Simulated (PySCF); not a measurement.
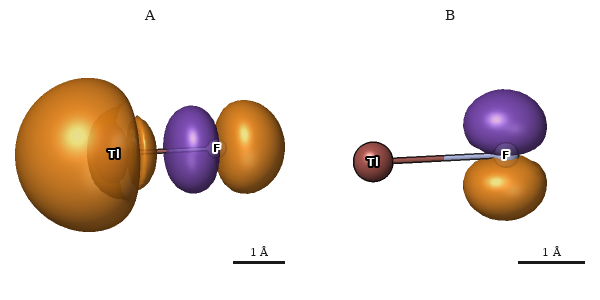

Figure. TlF. Two frontier orbitals, each drawn at the value that holds 80 % of its norm (orange and purple are the two phases), in no order; of a degenerate pair one member is drawn.

Core potentials replace the inner electrons of Tl.

Method: PBE0/def2-TZVPP, non-relativistic Hamiltonian with scalar-relativistic core potentials where named, at a bond length of 2.102 Å (PySCF).

> Label each orbital by symmetry, say whether it is occupied, and order them by energy.

Orbital B: π, occupied, −8.80 eV; mainly on F (90 %).
Orbital A: σ, occupied, −7.87 eV; shared between the atoms (Tl 50 %, F 50 %).
